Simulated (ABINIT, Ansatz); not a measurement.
# CsCaH3 (Pm-3m): Raman and infrared activity, part 3 of 3

Which lines does CsCaH3 (Pm-3m) show in Raman and infrared spectra?

ABINIT 10.8.3; DFT LDA, scalar-relativistic, plane waves, PseudoDojo norm-conserving pseudopotentials.

So far, mean static dielectric tensor (ions relaxed, fixed cell): step 6 (modes with the sum rule) 9.79.

### Step 7. A second program

The same cell, potentials and cutoff go through another code, on another k mesh. Its k mesh is centred on Γ.

This step: DFT LDA, scalar-relativistic, plane waves, PseudoDojo norm-conserving pseudopotentials (Ansatz 0.2.0).

input.yaml

```yaml
crystal:
  lattice:
    - [4.4669121406, 0.0, 0.0]
    - [0.0, 4.4669121406, 0.0]
    - [0.0, 0.0, 4.4669121406]
  atoms:
    - { symbol: Cs, position: [0.0, 0.0, 0.0] }
    - { symbol: Ca, position: [0.5, 0.5, 0.5] }
    - { symbol: H, position: [0.5, 0.0, 0.5] }
    - { symbol: H, position: [0.0, 0.5, 0.5] }
    - { symbol: H, position: [0.5, 0.5, 0.0] }
kpoints:
  mp_grid: { grid: [6, 6, 6] }
hamiltonian:
  xc: lda
  pseudopotentials: { kind: nc, accuracy: standard }
scf:
  occupations: { method: fixed }
output:
  eigenvalues: true
basis:
  ecutwfc: 843.553
phonons:
  method: dfpt
  dielectric: true
  rigid_motions: translations
  raman: true
```

The run is started by

```sh
ansatz run input.yaml --threads 4 --pin off --max-ram 8192MiB --backend cpu --events-out ev --progress --plain --runs-dir out
```

What it wrote:

```text
Warning: basis.ecutwfc = 843.553 eV is below the records' recommended 1006.821291 eV, and the density's cutoff is lower with it unless basis.ecutrho_ratio is high enough to keep the records' density cutoff: compare with a run at a higher cutoff
Engine: ansatz 0.2.0, aarch64-unknown-linux-gnu
Pseudopotentials: kind: nc
Pseudopotential: Cs, nc, valence charge 9, recommended cutoff 653.07327 eV (normal), Cs.nc.azcp (PseudoDojo's, or run here from an input of PseudoDojo's; its table is named by hamiltonian.pseudopotentials.accuracy)
Pseudopotential: Ca, nc, valence charge 10, recommended cutoff 979.609905 eV (normal), Ca.nc.azcp (PseudoDojo's, or run here from an input of PseudoDojo's; its table is named by hamiltonian.pseudopotentials.accuracy)
Pseudopotential: H, nc, valence charge 1, recommended cutoff 1006.821291 eV (normal), H.nc.azcp (PseudoDojo's, or run here from an input of PseudoDojo's; its table is named by hamiltonian.pseudopotentials.accuracy)
Functional definition: SPW92
  exchange = slater_x
  correlation = pw_c
Crystal: 5 atoms, lattice volume = 89.130 Å³
Basis set: ecut = 843.553 eV, 4945 PW (Γ), exchange–correlation on 90×90×90 points (8 copies of the dense FFT grid, shifted against one another)
Bands: 16, of which v1, the nominal top of the filled ones, is band 11 counted from 1 (10 counted from 0)
Symmetry: 48 space group operations
k-points: 80 of 216 (irreducible under 2 space group operations, time reversal used)
Non-local potential: Cs, projectors of the file, l = 0: 2, l = 1: 2, l = 2: 2, l = 3: 2
Non-local potential: Ca, projectors of the file, l = 0: 2, l = 1: 2, l = 2: 2
Non-local potential: H, projectors of the file, l = 0: 2, l = 1: 1
Initial density: superposition of atomic densities (chi_scale 0.1, normalization cell, long waves kept (reshape's long-wave potential 0.00 eV rms))
Initial wavefunctions: pseudopotential atomic-orbital guess
Functional: x = slater, c = lda
SCF iter   1: F=—  HF=-1740.414245 eV  |F-HF|=—  |Δ(HF+E_count)|=         —  Δρ=5.29e-2  dr2=3.00e0  ethr=3.10e-3  ⟨swp⟩=7.1  Hψ=7719  notcnv=0  defer=173
preconditioner: auto → Resta (q_TF=auto, 2.161 Å⁻¹)  ε∞=3.3  [insulator: Δε(μ)=3.699 eV  Ē_g=9.024 eV  n_scr=18 (ndim 8)  ℏωp=13.6 eV  f_vac=0.000  ε∞_Penn≈3.3]
SCF iter   2: F=—  HF=-1739.520648 eV  |F-HF|=—  |Δ(HF+E_count)|=   8.94e-1  Δρ=2.21e-2  dr2=6.39e-1  ethr=3.10e-3  ⟨swp⟩=3.0  Hψ=2554  notcnv=0  defer=183
SCF iter   3: F=—  HF=-1739.297077 eV  |F-HF|=—  |Δ(HF+E_count)|=   2.24e-1  Δρ=3.92e-3  dr2=1.04e-2  ethr=2.90e-3  ⟨swp⟩=2.9  Hψ=2492  notcnv=0  defer=180
SCF iter   4: F=—  HF=-1739.297798 eV  |F-HF|=—  |Δ(HF+E_count)|=   7.21e-4  Δρ=8.54e-4  dr2=6.90e-4  ethr=4.71e-5  ⟨swp⟩=4.5  Hψ=2364  notcnv=0  defer=212
SCF iter   5: F=—  HF=-1739.297614 eV  |F-HF|=—  |Δ(HF+E_count)|=   1.85e-4  Δρ=1.81e-4  dr2=2.54e-5  ethr=3.14e-6  ⟨swp⟩=3.6  Hψ=2464  notcnv=0  defer=214
SCF iter   6: F=—  HF=-1739.297614 eV  |F-HF|=—  |Δ(HF+E_count)|=   7.78e-7  Δρ=3.24e-5  dr2=7.75e-7  ethr=1.16e-7  ⟨swp⟩=2.3  Hψ=2025  notcnv=0  defer=211
SCF iter   7: F=—  HF=-1739.297584 eV  |F-HF|=—  |Δ(HF+E_count)|=   3.02e-5  Δρ=5.93e-6  dr2=2.88e-8  ethr=3.52e-9  ⟨swp⟩=2.1  Hψ=1814  notcnv=0  defer=209
SCF iter   8: F=—  HF=-1739.297584 eV  |F-HF|=—  |Δ(HF+E_count)|=   1.49e-8  Δρ=1.00e-6  dr2=8.04e-10  ethr=1.31e-10  ⟨swp⟩=2.2  Hψ=2048  notcnv=0  defer=209
SCF iter   9: F=-1739.297584 eV  HF=-1739.297584 eV  |F-HF|=2.57e-11  |Δ(HF+E_count)|=  1.23e-10  Δρ=2.09e-7  dr2=4.97e-11  ethr=1.00e-12  ⟨swp⟩=20.1  Hψ=14538  notcnv=0
SCF 1 converged in 9 iterations: F = -1739.297584 eV  dr2 = 4.97e-11
DFPT response loops at Γ: preconditioner auto → none (the input reference at scf.mixing.eps_inf says where Resta's filter doesn't serve); β = 0.50; Broyden in place of MSR1
── the response to a field inside a basis, on 8×8×8 k-points: an SCF that follows is theirs, and a resumed run solves both again ──
Bands: 12, of which v1, the nominal top of the filled ones, is band 11 counted from 1 (10 counted from 0)
k-points: 20 of 512
Initial density: handed on by an earlier stage of this run
Initial wavefunctions: pseudopotential atomic-orbital guess (no wavefunctions were taken with the density)
Eigensolver: Dense (20 Hₖ)
SCF iter   1: F=—  HF=-1739.294532 eV  |F-HF|=—  |Δ(HF+E_count)|=         —  Δρ=1.95e-4  dr2=6.42e-6  ethr=1.00e-1
preconditioner: auto → Resta (q_TF=auto, 2.161 Å⁻¹)  ε∞=3.9  [insulator: Δε(μ)=2.928 eV  Ē_g=7.958 eV  n_scr=18 (ndim 8)  ℏωp=13.6 eV  f_vac=0.000  ε∞_Penn≈3.9]
SCF iter   2: F=—  HF=-1739.294533 eV  |F-HF|=—  |Δ(HF+E_count)|=   1.58e-6  Δρ=9.97e-5  dr2=1.67e-6  ethr=2.92e-8
SCF iter   3: F=—  HF=-1739.294534 eV  |F-HF|=—  |Δ(HF+E_count)|=   7.92e-7  Δρ=5.05e-6  dr2=1.79e-8  ethr=7.59e-9
SCF iter   4: F=—  HF=-1739.294534 eV  |F-HF|=—  |Δ(HF+E_count)|=   3.93e-9  Δρ=5.66e-7  dr2=1.30e-10  ethr=8.13e-11
SCF iter   5: F=-1739.294534 eV  HF=-1739.294534 eV  |F-HF|=0.00e0  |Δ(HF+E_count)|=  1.01e-10  Δρ=9.13e-8  dr2=4.87e-12  ethr=1.00e-12
SCF 1 converged in 5 iterations: F = -1739.294534 eV  dr2 = 4.87e-12
DFPT response loops at Γ: mixed as the last ones told, above
DFPT response loops at Γ: mixed as the last ones told, above
SCF converged after 9 iterations
Free energy (F): -1739.297584 eV
Harris-Foulkes:  -1739.297584 eV  (|F-HF|=2.57e-11)
Internal energy: -1739.297584 eV  (E = F + TS)
E sigma→0 (E₀):  -1739.297584 eV
Fermi energy:    3.751352 eV
--- Per-component energies (eV) ---
  E_band       = -201.614938
  E_kinetic    = 546.150866
  E_local      = -1240.472925  (includes V_loc(G=0)·N_el)
  E_nonlocal   = 170.914727
  E_hartree    = 337.210748
  E_xc         = -413.358988
  E_vxc        = -352.629078  (∫ρ·V_xc dr)
  E_ewald      = -1139.742012
  E_smearing   = -0.000000  (= −TS)
  E_closure    = -0.000000  (closes the sum)
  Σ components = -1739.297584   (vs F -1739.297584, Δ=0.00e0)
--- Band table (eV; the first three rows and the last of 80) ---
  k-point 0: bands = [... 7 lower, -3.1261, 0.6548, 2.7758, 2.7758, 9.1750, 9.1750, 9.1750, 10.1085, ... 1 higher]
  k-point 1: bands = [... 7 lower, -3.1153, 0.9960, 2.8482, 2.9122, 9.0640, 9.0640, 9.2606, 9.5311, ... 1 higher]
  k-point 2: bands = [... 7 lower, -3.0934, 1.7700, 3.0068, 3.0160, 8.6609, 8.9249, 8.9249, 9.4587, ... 1 higher]
  k-point 79: bands = [... 7 lower, -3.5285, 2.9548, 2.9548, 2.9548, 8.3259, 8.3259, 8.3259, 8.8245, ... 1 higher]
--- Phonons (Γ-DFPT): 4 representative perturbations + reference, on 80 of 216 k-points (Σ response iterations 14) ---
  k mesh reduced under 2 symmetry operations, with k and −k counted as one. Each operation leaves every solved perturbation unchanged. A smaller set is not considered because the run solves the response to a homogeneous field
  ASR residual: 1.162e-4 → 0.000e0 eV/Å²; symmetrization residual: 5.145e-7 eV/Å²
  ASR residual per site (eV/Å²): 1.48e-5 4.60e-5 1.16e-4 1.16e-4 1.16e-4
  Γ frequencies (cm⁻¹): 0.00 0.00 0.00 117.40 117.40 117.40 433.97 433.97 433.97 462.30 462.30 462.30 1110.23 1110.23 1110.23
  ε∞ (high-frequency dielectric tensor):
        3.842114    -0.000000     0.000000
       -0.000000     3.842114     0.000000
        0.000000     0.000000     3.842114
  ε⁰ (static dielectric tensor: ions relaxed, cell fixed):
        9.801017     0.000000     0.000000
        0.000000     9.801017    -0.000000
        0.000000    -0.000000     9.801017
  ε⁰ − ε∞ (ionic part):
        5.958903     0.000000     0.000000
        0.000000     5.958903    -0.000000
        0.000000    -0.000000     5.958903
  softest optical mode at Γ: 117.40 cm⁻¹; the repairs (sum rule, projections) moved no ω² at Γ by more than (5.78 cm⁻¹)²
  Born effective charges Z* (e; rows j = field, columns β = displacement):
    site 0:
         1.09265    0.00000    0.00000
        -0.00000    1.09265    0.00000
        -0.00000    0.00000    1.09265
    site 1:
         1.92579   -0.00000    0.00000
         0.00000    1.92579    0.00000
        -0.00000    0.00000    1.92579
    site 2:
        -0.96152    0.00000    0.00000
         0.00000   -1.09539    0.00000
         0.00000    0.00000   -0.96152
    site 3:
        -1.09539   -0.00000    0.00000
         0.00000   -0.96152    0.00000
        -0.00000    0.00000   -0.96152
    site 4:
        -0.96152   -0.00000    0.00000
         0.00000   -0.96152    0.00000
        -0.00000    0.00000   -1.09539
  Z* charge neutrality: 3.331e-4 e pre-enforcement
  solved inside a basis spanned on kpoints, on 8×8×8 k-points: ε∞ is read to err by 9.4e-3, Z* by 1.1e-2 e (field_mesh: kpoints solves on kpoints); Z* is corrected for what the basis lacks
  Raman tensors (in the event stream and the table raman_tensors.tsv): an entry may err by 2.3e-3 Å², one of the second-order susceptibility by 2.0e-19 pm/V (basis, points and sum rule); their sum over the sites missed zero by 9.169e-20 Å² ahead of its enforcement
  optical modes at Γ without the LO–TO term, one row a degenerate level:
      ω (cm⁻¹)  modes    IR ((D/Å)²/amu)  static Raman (Å⁴/amu)  depolarisation
        117.40      3             0.1951                 0.0000               —
        433.97      3             0.0000                 0.0000               —
        462.30      3           144.1449                 0.0000               —
       1110.23      3            72.0357                 0.0000               —
  optical modes at Γ + LO–TO along q̂ = [1.0000, 0.0000, 0.0000]:
      ω (cm⁻¹)  modes    IR ((D/Å)²/amu)  static Raman (Å⁴/amu)  depolarisation
        117.40      2             0.1300                 0.0000               —
        118.06      1             0.0095                 0.0000               —
        433.97      3             0.0000                 0.0000               —
        462.30      2            96.0966                 0.0000               —
        681.47      1            31.9993                 0.0000               —
       1110.23      2            48.0238                 0.0000               —
       1196.24      1            40.1165                 0.0000               —
  optical modes at Γ + LO–TO along q̂ = [0.0000, 1.0000, 0.0000]:
      ω (cm⁻¹)  modes    IR ((D/Å)²/amu)  static Raman (Å⁴/amu)  depolarisation
        117.40      2             0.1300                 0.0000               —
        118.06      1             0.0095                 0.0000               —
        433.97      3             0.0000                 0.0000               —
        462.30      2            96.0966                 0.0000               —
        681.47      1            31.9993                 0.0000               —
       1110.23      2            48.0238                 0.0000               —
       1196.24      1            40.1165                 0.0000               —
  optical modes at Γ + LO–TO along q̂ = [0.0000, 0.0000, 1.0000]:
      ω (cm⁻¹)  modes    IR ((D/Å)²/amu)  static Raman (Å⁴/amu)  depolarisation
        117.40      2             0.1300                 0.0000               —
        118.06      1             0.0095                 0.0000               —
        433.97      3             0.0000                 0.0000               —
        462.30      2            96.0966                 0.0000               —
        681.47      1            31.9993                 0.0000               —
       1110.23      2            48.0238                 0.0000               —
       1196.24      1            40.1165                 0.0000               —
```

Elapsed: 1.7 min, on 4 threads of Arm Neoverse V2, shared host; peak memory 1.6 GiB.

Read from the output:

| Item | Value |
| --- | --- |
| sum-rule residual before enforcement | 1.16e-4 eV/Å² |
| miss of the charge sum rule | 3.33e-4 e |
| estimated error of the dielectric tensor | 0.009352 |
| estimated error of the Born charges | 0.01135 e |
| mean high-frequency dielectric constant | 3.842 |
| largest Born charge in size (third of the trace) | 1.926 e |
| mean static dielectric constant | 9.801 |

Transverse modes. Lines of the infrared spectrum (strongest = 100):

```csv
position (cm⁻¹),label,"IR intensity ((D/Å)²/amu), degenerate modes summed, relative"
117,T1u,0.1
434,T2u,0.0
462,T1u,100
1110,T1u,50
```

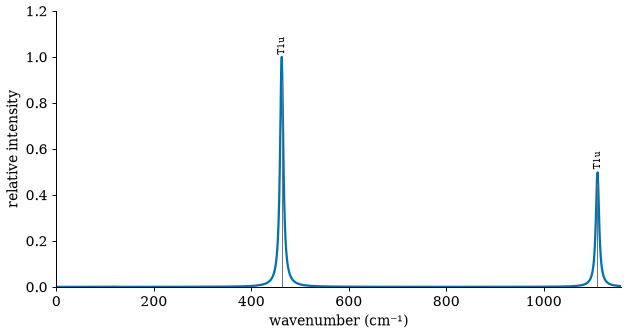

The infrared spectrum, broadened with Lorentzians of width 8 cm⁻¹; bars mark the lines.

### Step 8. The two compared: ABINIT PseudoDojo and Ansatz, PseudoDojo

Numbers from this step:

```yaml
root_mean_square_difference: 0.09 cm⁻¹
largest_difference: 0.12 cm⁻¹
```

The 12 of 12 modes that differ most. Frequencies side by side:

```csv
q (reciprocal lattice),mode,ABINIT PseudoDojo (cm⁻¹),"Ansatz, PseudoDojo (cm⁻¹)"
0 0 0,4,117.4,117.4
0 0 0,5,117.4,117.4
0 0 0,6,117.4,117.4
0 0 0,7,434.1,434
0 0 0,8,434.1,434
0 0 0,9,434.1,434
0 0 0,10,462.4,462.3
0 0 0,11,462.4,462.3
0 0 0,12,462.4,462.3
0 0 0,13,1110,1110
0 0 0,14,1110,1110
0 0 0,15,1110,1110
```

The two runs side by side. Further quantities:

```csv
quantity,ABINIT PseudoDojo,"Ansatz, PseudoDojo"
mean ε∞,3.841,3.842
"largest Born charge in size (e; the first before, the second after the charge sum rule)",1.925,1.926
summed IR intensity ((D/Å)²/amu),216.2,216.4
summed Raman activity (Å⁴/amu),0,0
```

At the zone centre the largest difference (acoustic modes at Γ apart) is 0.01 % of the highest mode.

### Step 9. Results

- space group after relaxation: Pm-3m
- volume per atom: 17.8 Å³
- highest optical zone-centre mode (no LO-TO term): 1110 cm⁻¹
- lowest optical zone-centre mode: 117.4 cm⁻¹
- highest mode moved by the LO-TO term: 1196 cm⁻¹
- mean high-frequency dielectric constant: 3.84
- largest Born charge in size (third of the trace): 1.93 e
- mean static dielectric constant: 9.79
- imaginary optical modes at the zone centre (no q mesh in this session): none
- largest difference from Ansatz, PseudoDojo: 0.12 cm⁻¹

What this shows: No mode is Raman active in this structure; the strongest infrared line lies at 462 cm⁻¹. At the LDA level the optical modes of CsCaH3 (Pm-3m) at the zone centre (no LO-TO term) run from 117 to 1110 cm⁻¹. Along the directions run, the highest mode that the macroscopic field moves lies at 1196 cm⁻¹. Lattice motion raises the mean dielectric constant from 3.841 to 9.793. ABINIT PseudoDojo and Ansatz, PseudoDojo agree to 0.12 cm⁻¹ (0.01 % of the highest mode compared) on all solved modes but the acoustic ones at Γ, without the LO-TO term. These are harmonic frequencies at zero temperature: anharmonic shifts and linewidths and thermal expansion are left out. Spin-orbit coupling is left out, which can matter for the heavy elements here. Ansatz warns that the cutoff lies 16 % under the one recommended for these files; agreement at one cutoff is not convergence. The structure comes from a database by way of an earlier relaxation and need not be the phase that is stable at ambient conditions.

[Host names and launcher messages were left out of these logs when they were recorded.]

[Logs are printed without paths, hosts, clocks, repeated set-up lines and the standing remarks that a program may print on its own settings, such as how far it seeks lower states.]

[Hosts, paths, dates, database ids (printed as entryN), source tags and the programs' standing remarks are cut or masked in the printed files.]
